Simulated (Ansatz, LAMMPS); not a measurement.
# Site preference of F in place of O in 69In2O3-31Ga2O3 (mol %) with crystalline order left by the classical run (80 atoms)

At which site of 69In2O3-31Ga2O3 (mol %) with crystalline order left by the classical run (80 atoms) does F in place of O cost least, and what about the site decides it?

Program: Ansatz 0.2.0. Level of theory: Kohn-Sham DFT, LDA, PAW (set soft_2), plane waves. Results are calculated unless marked as measured.

### Step 1. Set-up

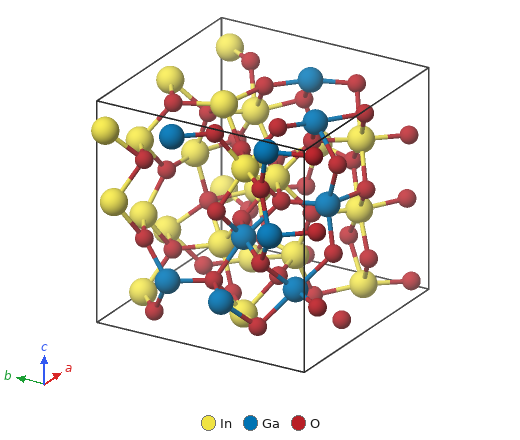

Start, viewed from a free direction; indium yellow, gallium blue, oxygen red. Bonds to atoms that aren't drawn are left out. Some periodic images of atoms are drawn too.

The cell holds 80 atoms: 22 In, 10 Ga and 48 O. Its edges and angles: a = 10.110 Å, b = 10.110 Å, c = 10.110 Å, α = 90.0°, β = 90.0°, γ = 90.0°. 80 atoms (22 Sc, 10 Fe, 48 O) placed at random at 3.87 g/cm³, melted at 5000 K for 10 ps at fixed volume with the Morse and Coulomb pair potential with partial charges (Pedone, Malavasi, Menziani, Cormack and Segre, J. Phys. Chem. B 110, 11780 (2006)). Quenched from 5000 K to 300 K at 20 K/ps and fixed volume, held 10 ps at zero pressure, then minimised at fixed cell. Then Sc was replaced by In, Fe was replaced by Ga and the cell scaled by 1.027 (the potential has no terms for the new elements, so the cell is a start for a DFT relaxation).

Limits known from the start: The quench rate of 20 K/ps is many orders above laboratory rates, so the cell is likely richer in defects and strain than a real sample. The network of bonds at the start is that of the classical potential that made the cell, and needn't be the one that DFT or experiment would give. The Brillouin zone is sampled at Γ only, in a cell whose shortest periodic width is 10 Å.

### Step 2. Single point at the start

The forces at the start show how far the geometry lies from a minimum of this functional.

Contents of input.yaml:

```yaml
crystal:
  lattice:
    - [10.10958, 0.0, 0.0]
    - [0.0, 10.10958, 0.0]
    - [0.0, 0.0, 10.10958]
  atoms:
    - { symbol: In, position: [0.79733, 0.1936, 0.05553] }
    - { symbol: In, position: [0.55914, 0.47155, 0.56115] }
    - { symbol: In, position: [0.77513, 0.71724, 0.06109] }
    - { symbol: In, position: [0.59859, 0.40306, 0.21386] }
    - { symbol: In, position: [0.62189, 0.89966, 0.55342] }
    - { symbol: In, position: [0.28188, 0.94441, 0.39157] }
    - { symbol: In, position: [0.98797, 0.97995, 0.23404] }
    - { symbol: In, position: [0.54234, 0.98692, 0.21701] }
    - { symbol: In, position: [0.01141, 0.92466, 0.55557] }
    - { symbol: In, position: [0.49524, 0.69424, 0.23718] }
    - { symbol: In, position: [0.54818, 0.97534, 0.8943] }
    - { symbol: In, position: [0.78704, 0.20792, 0.39262] }
    - { symbol: In, position: [0.95657, 0.50575, 0.5584] }
    - { symbol: In, position: [0.27208, 0.93985, 0.04884] }
    - { symbol: In, position: [0.99985, 0.95954, 0.87433] }
    - { symbol: In, position: [0.29187, 0.46703, 0.0502] }
    - { symbol: In, position: [0.27644, 0.45036, 0.71522] }
    - { symbol: In, position: [0.77994, 0.70509, 0.7272] }
    - { symbol: In, position: [0.78332, 0.69432, 0.37574] }
    - { symbol: In, position: [0.28736, 0.96591, 0.72127] }
    - { symbol: In, position: [0.49376, 0.68351, 0.87056] }
    - { symbol: In, position: [0.79331, 0.20293, 0.70888] }
    - { symbol: Ga, position: [0.02536, 0.41716, 0.21415] }
    - { symbol: Ga, position: [0.81195, 0.45759, 0.91194] }
    - { symbol: Ga, position: [0.53029, 0.26481, 0.87093] }
    - { symbol: Ga, position: [0.11589, 0.25251, 0.89568] }
    - { symbol: Ga, position: [0.08294, 0.21659, 0.5358] }
    - { symbol: Ga, position: [0.4764, 0.17325, 0.53977] }
    - { symbol: Ga, position: [0.05106, 0.66912, 0.89342] }
    - { symbol: Ga, position: [0.28394, 0.46216, 0.40009] }
    - { symbol: Ga, position: [0.06527, 0.69845, 0.22946] }
    - { symbol: Ga, position: [0.28045, 0.21036, 0.22135] }
    - { symbol: O, position: [0.69079, 0.6069, 0.89637] }
    - { symbol: O, position: [0.13772, 0.29261, 0.70931] }
    - { symbol: O, position: [0.94983, 0.07481, 0.41149] }
    - { symbol: O, position: [0.6676, 0.10321, 0.5508] }
    - { symbol: O, position: [0.43854, 0.60961, 0.05646] }
    - { symbol: O, position: [0.82975, 0.82235, 0.55177] }
    - { symbol: O, position: [0.64251, 0.3474, 0.72502] }
    - { symbol: O, position: [0.10345, 0.83322, 0.37822] }
    - { symbol: O, position: [0.44649, 0.57122, 0.70726] }
    - { symbol: O, position: [0.41578, 0.10896, 0.35598] }
    - { symbol: O, position: [0.38249, 0.34056, 0.55305] }
    - { symbol: O, position: [0.3618, 0.34461, 0.89187] }
    - { symbol: O, position: [0.69001, 0.12237, 0.88241] }
    - { symbol: O, position: [0.45088, 0.11007, 0.74287] }
    - { symbol: O, position: [0.92729, 0.55823, 0.75903] }
    - { symbol: O, position: [0.43899, 0.08274, 0.05398] }
    - { symbol: O, position: [0.14655, 0.31244, 0.08116] }
    - { symbol: O, position: [0.93814, 0.55797, 0.05259] }
    - { symbol: O, position: [0.61562, 0.8556, 0.05818] }
    - { symbol: O, position: [0.41383, 0.91228, 0.55268] }
    - { symbol: O, position: [0.88652, 0.79798, 0.22004] }
    - { symbol: O, position: [0.8733, 0.3102, 0.22004] }
    - { symbol: O, position: [0.10599, 0.83583, 0.73186] }
    - { symbol: O, position: [0.94056, 0.04857, 0.04827] }
    - { symbol: O, position: [0.18827, 0.05241, 0.55037] }
    - { symbol: O, position: [0.9006, 0.30662, 0.54909] }
    - { symbol: O, position: [0.62486, 0.33868, 0.40842] }
    - { symbol: O, position: [0.37062, 0.85624, 0.22282] }
    - { symbol: O, position: [0.65834, 0.35088, 0.02147] }
    - { symbol: O, position: [0.95281, 0.56442, 0.35497] }
    - { symbol: O, position: [0.70154, 0.11086, 0.22481] }
    - { symbol: O, position: [0.37402, 0.85689, 0.88271] }
    - { symbol: O, position: [0.15594, 0.30451, 0.36479] }
    - { symbol: O, position: [0.11772, 0.79399, 0.05285] }
    - { symbol: O, position: [0.68141, 0.59568, 0.2153] }
    - { symbol: O, position: [0.18686, 0.54356, 0.88575] }
    - { symbol: O, position: [0.73836, 0.58241, 0.55284] }
    - { symbol: O, position: [0.39492, 0.36161, 0.20694] }
    - { symbol: O, position: [0.91062, 0.29421, 0.89519] }
    - { symbol: O, position: [0.18036, 0.06184, 0.8934] }
    - { symbol: O, position: [0.88506, 0.79058, 0.89329] }
    - { symbol: O, position: [0.18404, 0.04654, 0.21389] }
    - { symbol: O, position: [0.94128, 0.06015, 0.70443] }
    - { symbol: O, position: [0.44624, 0.57048, 0.39535] }
    - { symbol: O, position: [0.61702, 0.83268, 0.35572] }
    - { symbol: O, position: [0.16383, 0.522, 0.54737] }
    - { symbol: O, position: [0.61864, 0.83456, 0.75114] }
    - { symbol: O, position: [0.18632, 0.54798, 0.2226] }
kpoints:
  mp_grid: { grid: [1, 1, 1] }
hamiltonian:
  xc: lda
scf:
  occupations: { method: fermi_dirac, width: 0.025 }
output:
  forces: true
```

On the command line:

```
$ ansatz run input.yaml --threads 4 --pin off --max-ram 8192MiB --backend cpu --events-out ev --progress --plain --runs-dir out
```

Numbers of over 12 decimals in the logs are rounded to 6 here.

Log:

```text
[...]
Pseudopotentials: kind: paw
Pseudopotential: In, paw, valence charge 13, recommended cutoff 420 eV (normal), In.paw.azcp
Pseudopotential: Ga, paw, valence charge 13, recommended cutoff 420 eV (normal), Ga.paw.azcp
Pseudopotential: O, paw, valence charge 6, recommended cutoff 420 eV (normal), O.paw.azcp
[... 3 lines on functional and potentials left out ...]
Crystal: 80 atoms, lattice volume = 1033.236 Å³
Basis set: ecut = 420 eV, 20197 PW (Γ)
Bands: 432, of which v1, the nominal top of the filled ones, is band 352 counted from 1 (351 counted from 0)
Symmetry: 1 space group operations
Space group: P1 (ITA 1), of the structure as read, at distance tolerance 1.0e-4 Å
k-points: 1
[... 10 lines on functional and potentials left out ...]
Initial density: superposition of atomic densities (neutral atoms: chi_scale 0, normalization atom), corrected by the library's trained network
Initial wavefunctions: pseudopotential atomic-orbital guess
[...]
SCF iter   1: F=—  HF=-183781.982170 eV  |F-HF|=—  |Δ(HF+E_count)|=         —  Δρ=1.87e-2  dr2=3.11e0  ethr=1.77e-3  ⟨swp⟩=6.0  Hψ=1594  notcnv=0
preconditioner: auto → Resta (q_TF=auto, 2.559 Å⁻¹)  ε∞=4.7  [insulator: Δε(μ)=0.503 eV  Ē_g=15.839 eV  σ=0.025 eV  W_gap=1.00  n_scr=256 (ndim 8)  ℏωp=30.7 eV  f_vac=0.054  D(μ)=0.01/eV (n_scr^D=0)  ε∞_Penn≈4.7]
SCF iter   2: F=—  HF=-183781.137448 eV  |F-HF|=—  |Δ(HF+E_count)|=   8.45e-1  Δρ=4.91e-3  dr2=1.13e-1  ethr=4.41e-4  ⟨swp⟩=2.0  Hψ=620  notcnv=0  defer=72
SCF iter   3: F=—  HF=-183781.101151 eV  |F-HF|=—  |Δ(HF+E_count)|=   3.63e-2  Δρ=2.00e-3  dr2=3.02e-2  ethr=1.60e-5  ⟨swp⟩=2.0  Hψ=685  notcnv=0  defer=48
automatic band count: iteration 3 solves 408 bands in place of 432: the levels show a gap, and the empty bands left out lie too high to hold charge; the band table lists the bands solved (type scf.n_extra_bands for more)
SCF iter   4: F=—  HF=-183781.093588 eV  |F-HF|=—  |Δ(HF+E_count)|=   7.56e-3  Δρ=9.31e-4  dr2=7.53e-3  ethr=4.29e-6  ⟨swp⟩=2.0  Hψ=674  notcnv=0  defer=48
SCF iter   5: F=—  HF=-183781.092231 eV  |F-HF|=—  |Δ(HF+E_count)|=   1.36e-3  Δρ=3.08e-4  dr2=9.12e-4  ethr=1.07e-6  ⟨swp⟩=2.0  Hψ=674  notcnv=0  defer=48
[...]
SCF iter  11: F=—  HF=-183781.093448 eV  |F-HF|=—  |Δ(HF+E_count)|=   2.86e-8  Δρ=3.68e-6  dr2=1.26e-7  ethr=1.42e-11  ⟨swp⟩=4.0  Hψ=1245  notcnv=0
SCF iter  12: F=-183781.093448 eV  HF=-183781.093448 eV  |F-HF|=2.04e-10  |Δ(HF+E_count)|=   2.50e-8  Δρ=4.72e-7  dr2=2.75e-9  ethr=1.42e-11  ⟨swp⟩=2.0  Hψ=1468  notcnv=0
SCF 1 converged in 12 iterations: F = -183781.093448 eV  dr2 = 2.75e-9
[...]
SCF converged after 12 iterations
Free energy (F): -183781.093448 eV
Harris-Foulkes:  -183781.093448 eV  (|F-HF|=2.04e-10)
Internal energy: -183781.093444 eV  (E = F + TS)
E sigma→0 (E₀):  -183781.093446 eV
Entropy (-TS):   -0.000004 eV (-0.000 meV/atom)
Fermi energy:    7.862962 eV
--- Per-component energies (eV) ---
[...]
Σ components = -183781.093448   (vs F -183781.093448, Δ=0.00e0)
--- Forces (eV/Å), atoms counted from 1 ---
  atom   1  In     0.07050199    -0.46851361     0.28061920
  atom   2  In     0.21770919     0.08658893     0.12327819
  atom   3  In     0.19522459     0.24993714    -0.22299637
  atom   4  In     0.13766046    -0.35981549     0.26684506
[...]
atom  80  O     -1.32982869    -0.10820649     0.67599489
  max |Σ_I F_I| component: 5.38e-5 eV/Å
```

Elapsed: 17 s, on 4 threads of Intel Xeon Platinum 8259CL at 2.50GHz (Skylake/Cascade Lake), shared host; peak memory 1.5 GiB; 53 s of CPU time.

Reading the cycles: dr2 is the Hartree energy of the density residual (eV), the measure of convergence; HF is the Harris–Foulkes estimate of the energy, which meets the free energy F at convergence.

The r.m.s. force at the start is 0.45 eV/Å.

### Step 3. Relaxation

With the cell held, the atoms are moved downhill towards a nearby minimum.

Contents of input.yaml:

```yaml
crystal:
  lattice:
    - [10.10958, 0.0, 0.0]
    - [0.0, 10.10958, 0.0]
    - [0.0, 0.0, 10.10958]
  atoms:
    [... the 80 atom lines of step 2 ...]
kpoints:
  mp_grid: { grid: [1, 1, 1] }
hamiltonian:
  xc: lda
scf:
  occupations: { method: fermi_dirac, width: 0.025 }
output:
  forces: true
relax:
  f_tol: 0.05
  max_steps: 120
```

Log:

```text
[...]
Crystal: 80 atoms, lattice volume = 1033.236 Å³
Basis set: ecut = 420 eV, 20197 PW (Γ)
Bands: 432, of which v1, the nominal top of the filled ones, is band 352 counted from 1 (351 counted from 0)
Symmetry: 1 space group operations
[...]
k-points: 1
[...]
SCF iter   1: F=—  HF=-183781.982170 eV  |F-HF|=—  |Δ(HF+E_count)|=         —  Δρ=1.87e-2  dr2=3.11e0  ethr=1.77e-3  ⟨swp⟩=6.0  Hψ=1594  notcnv=0
[...]
SCF iter   6: F=—  HF=-183781.093464 eV  |F-HF|=—  |Δ(HF+E_count)|=   6.64e-5  Δρ=1.13e-4  dr2=1.40e-4  ethr=1.30e-7  ⟨swp⟩=2.0  Hψ=741  notcnv=0  defer=72
SCF iter   7: F=-183781.093439 eV  HF=-183781.093448 eV  |F-HF|=8.82e-6  |Δ(HF+E_count)|=   1.61e-5  Δρ=4.92e-5  dr2=3.15e-5  ethr=8.88e-9  ⟨swp⟩=2.0  Hψ=1457  notcnv=0
SCF 1 converged in 7 iterations: F = -183781.093439 eV  dr2 = 3.15e-5
[...]
relax step   1: F+E_penalty+E_count = -183781.09343927 eV  Δ(F+E_penalty+E_count) = +0.000e0 eV  max|allowed force component| = 1.330e0 eV/Å  Δτ_max = 0.0000 Å  (7 SCF iters, dr2 threshold 6.25e-5 eV, accepted)
[...]
relax step   2: F+E_penalty+E_count = -183782.94735411 eV  Δ(F+E_penalty+E_count) = -1.854e0 eV  max|allowed force component| = 8.329e-1 eV/Å  Δτ_max = 0.1684 Å  (7 SCF iters, dr2 threshold 1.00e-4 eV, accepted)
[...]
relax step   3: F+E_penalty+E_count = -183783.88674287 eV  Δ(F+E_penalty+E_count) = -9.394e-1 eV  max|allowed force component| = 5.067e-1 eV/Å  Δτ_max = 0.1038 Å  (7 SCF iters, dr2 threshold 4.34e-5 eV, accepted)
relax step   4: F+E_penalty+E_count = -183784.75967506 eV  Δ(F+E_penalty+E_count) = -8.729e-1 eV  max|allowed force component| = 4.883e-1 eV/Å  Δτ_max = 0.2000 Å  (7 SCF iters, dr2 threshold 9.50e-5 eV, accepted)
relax step   5: F+E_penalty+E_count = -183785.26157585 eV  Δ(F+E_penalty+E_count) = -5.019e-1 eV  max|allowed force component| = 2.434e-1 eV/Å  Δτ_max = 0.2000 Å  (7 SCF iters, dr2 threshold 8.82e-5 eV, accepted)
relax step   6: F+E_penalty+E_count = -183785.54667875 eV  Δ(F+E_penalty+E_count) = -2.851e-1 eV  max|allowed force component| = 1.838e-1 eV/Å  Δτ_max = 0.2000 Å  (8 SCF iters, dr2 threshold 1.47e-5 eV, accepted)
relax step   7: F+E_penalty+E_count = -183785.65961950 eV  Δ(F+E_penalty+E_count) = -1.129e-1 eV  max|allowed force component| = 4.661e-1 eV/Å  Δτ_max = 0.1959 Å  (9 SCF iters, dr2 threshold 8.39e-6 eV, accepted)
relax step   8: F+E_penalty+E_count = -183785.86135777 eV  Δ(F+E_penalty+E_count) = -2.017e-1 eV  max|allowed force component| = 1.898e-1 eV/Å  Δτ_max = 0.2000 Å  (7 SCF iters, dr2 threshold 1.00e-4 eV, accepted)
relax step   9: F+E_penalty+E_count = -183785.83761888 eV  Δ(F+E_penalty+E_count) = +2.374e-2 eV  max|allowed force component| = 3.844e-1 eV/Å  Δτ_max = 0.0528 Å  (7 SCF iters, dr2 threshold 5.97e-6 eV, rejected (line search))
relax step  10: F+E_penalty+E_count = -183785.89167085 eV  Δ(F+E_penalty+E_count) = -3.031e-2 eV  max|allowed force component| = 6.961e-2 eV/Å  Δτ_max = 0.0255 Å  (9 SCF iters, accepted)
relax step  11: F+E_penalty+E_count = -183785.90714143 eV  Δ(F+E_penalty+E_count) = -1.547e-2 eV  max|allowed force component| = 6.295e-2 eV/Å  Δτ_max = 0.0974 Å  (9 SCF iters, accepted)
relax step  12: F+E_penalty+E_count = -183785.91319171 eV  Δ(F+E_penalty+E_count) = -6.050e-3 eV  max|allowed force component| = 6.133e-2 eV/Å  Δτ_max = 0.0698 Å  (9 SCF iters, accepted)
relax step  13: F+E_penalty+E_count = -183785.91439369 eV  Δ(F+E_penalty+E_count) = -1.202e-3 eV  max|allowed force component| = 4.104e-2 eV/Å  Δτ_max = 0.0143 Å  (6 SCF iters, dr2 threshold 3.07e-6 eV, accepted)
[...]
relax step  14: F+E_penalty+E_count = -183785.91439426 eV  Δ(F+E_penalty+E_count) = -5.662e-7 eV  max|allowed force component| = 4.115e-2 eV/Å  Δτ_max = 0.0000 Å  (3 SCF iters, accepted)
SCF converged after 3 iterations
Free energy (F): -183785.914394 eV
[...]
Internal energy: -183785.914394 eV  (E = F + TS)
E sigma→0 (E₀):  -183785.914394 eV
Fermi energy:    7.976294 eV
[...]
Σ components = -183785.914394   (vs F -183785.914394, Δ=0.00e0)
--- Forces (eV/Å), atoms counted from 1 ---
  atom   1  In     0.00271682     0.00064305    -0.00772027
  atom   2  In    -0.00956371    -0.00504550     0.02426008
  atom   3  In    -0.01181397    -0.00575096    -0.02611681
  atom   4  In    -0.00300481    -0.01786671    -0.01228210
[...]
atom  80  O      0.00520745     0.02616796    -0.00392721
  max |Σ_I F_I| component: 9.66e-5 eV/Å
--- Relaxed structure (14 steps of the walk, 13 accepted, 0 SCFs on fresh bases) ---
  F+E_penalty+E_count = -183785.91439426 eV   max|allowed force component| = 4.115e-2 eV/Å
  atoms:
    - { symbol: In, position: [0.799762, 0.192686, 0.049189] }
    - { symbol: In, position: [0.555088, 0.470984, 0.547174] }
    - { symbol: In, position: [0.772889, 0.708797, 0.063438] }
    - { symbol: In, position: [0.605764, 0.384562, 0.204086] }
[...]
- { symbol: O, position: [0.154859, 0.533460, 0.230676] }
```

Elapsed: 2 min, on 4 threads; peak memory 1.5 GiB.

The relaxation converged after 14 steps, 4.82 eV below its start, with a largest force component of 0.041 eV/Å.

(Continued in part 2 of 3.)

[Logs are printed without paths, hosts, clocks, repeated set-up lines and the standing remarks that a program may print on its own settings, such as how far it seeks lower states.]

[Hosts, paths, dates, database ids (printed as entryN), source tags and the programs' standing remarks are cut or masked in the printed files.]
